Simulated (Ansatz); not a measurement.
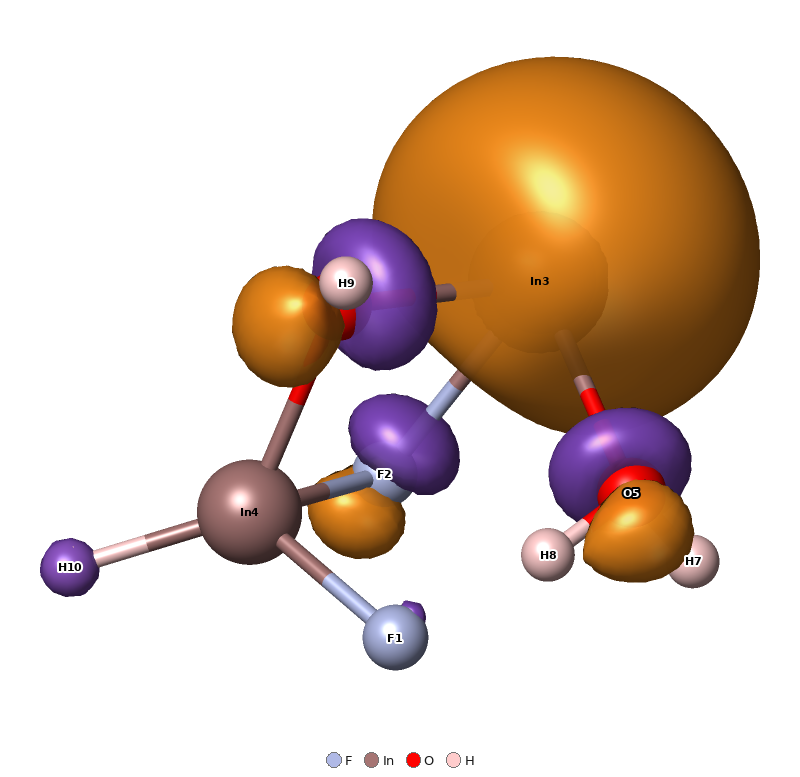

Figure 1: F2H4In2O2. The HOMO at ±0.1 Å⁻³ᐟ² (orange and purple are the two phases), seen at a tilt.

Geometry: PBE0-D4/def2-SVP; core potentials replace the inner electrons of In.

Theory: isolated molecule in a Gaussian basis; Kohn-Sham density functional theory, functional PBE0 in Ansatz.

The calculation's input:

```
crystal:
  periodic: [false, false, false]
  atoms:
    - {symbol: F, position_ang: [-0.683885, -0.283505, 0.023701]}
    - {symbol: F, position_ang: [-1.981701, -1.128305, 2.670872]}
    - {symbol: In, position_ang: [-0.254740, -0.261186, 3.972491]}
    - {symbol: In, position_ang: [-0.992881, -1.983335, 1.078213]}
    - {symbol: O, position_ang: [-0.206022, 1.249784, 2.013186]}
    - {symbol: O, position_ang: [0.617873, -1.744878, 2.376373]}
    - {symbol: H, position_ang: [-0.918751, 1.899291, 2.018233]}
    - {symbol: H, position_ang: [-0.329002, 0.751762, 1.158799]}
    - {symbol: H, position_ang: [1.497931, -1.624176, 2.001456]}
    - {symbol: H, position_ang: [-1.570991, -3.376823, 0.306720]}
basis:
  gaussian:
    orbitals: def2-SVPD
hamiltonian:
  xc: {name: PBE0}
output:
  forces: true
  orbitals: {seedname: orbitals}
```

Command:

```sh
ansatz run input.yaml --threads 2 --pin off --max-ram 6090MiB --events-out events.jsonl --progress --plain --runs-dir runs
```

**What is the character of this orbital?**

It lies mainly on In3 (about 75 %) and O6 (about 10 %). Its energy is −6.66 eV.
